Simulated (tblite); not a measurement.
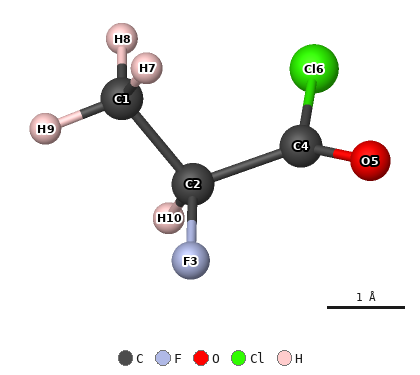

**Figure 1.** The structure (ball-and-stick view, seen at a tilt; atoms are numbered from 1 in the order of the input).

## Frequency calculation of C₃H₄ClFO

C₃H₄ClFO, computed with GFN2-xTB harmonic vibrations, gas phase (tblite 0.8.0).

It belongs to a series of runs on one base structure; here: propynyl replaced by CH(CH3)F.

## The program's output
```
mode    cm-1     km/mol
  1      52.0      1.27
  2     181.4      0.17
  3     186.3      3.44
  4     260.5      4.49
  5     318.6      4.16
  6     418.8      6.85
  7     444.7      4.76
  8     620.8      5.24
  9     733.0     98.85
 10     868.4    141.71
 11     935.5     22.46
 12    1041.9     19.58
 13    1084.9     24.30
 14    1120.3     29.02
 15    1231.9      2.54
 16    1268.8      2.41
 17    1387.0     17.67
 18    1458.4      7.50
 19    1475.1     10.54
 20    1854.9    420.67
 21    2910.7     17.94
 22    3052.1      4.57
 23    3055.3      3.49
 24    3070.7     12.94
```

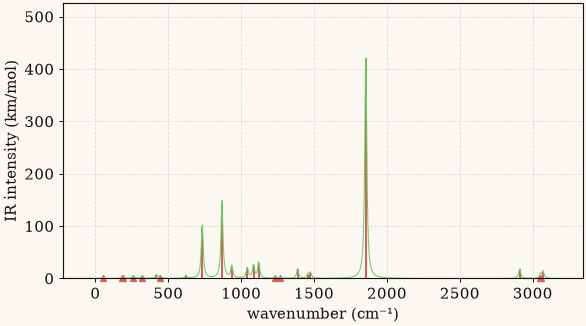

**Figure 2.** Harmonic infrared spectrum, unscaled: sticks (degenerate modes added up, dark ones marked on the axis) with a Lorentzian envelope of 16 cm⁻¹ full width, scaled to the tallest stick. 24 modes from 52 to 3071 cm⁻¹, none imaginary. The strongest line is at 1855 cm⁻¹ (421 km/mol).

This output came from the following input.

## Input
```
{"job": {"kind": "ir", "xc": "GFN2-xTB", "basis": "xTB"}, "charge": 0, "multiplicity": 1}
C     -1.151769     0.106725     0.124061
C      0.164574    -0.355885    -0.493059
F      0.173900    -1.726535    -0.578182
C      1.335265     0.077406     0.359130
O      2.014817    -0.576341     1.066635
Cl     1.595575     1.820774     0.203770
H     -1.254045    -0.311490     1.122609
H     -1.177875     1.190280     0.177152
H     -1.976487    -0.246033    -0.489572
H      0.284928     0.025753    -1.515072
```

The first line tells a small driver script what to run in tblite; the rest is the geometry in Å.

Launch command:
```bash
OMP_NUM_THREADS=1 python <driver script> task.json out
```

## Results in brief

```tsv
quantity	value
outcome	converged
total energy	−593.2706 eV
zero-point energy	41.5030 kcal/mol
hardware	1 CPU thread, shared host
peak memory	0.18 GiB
```
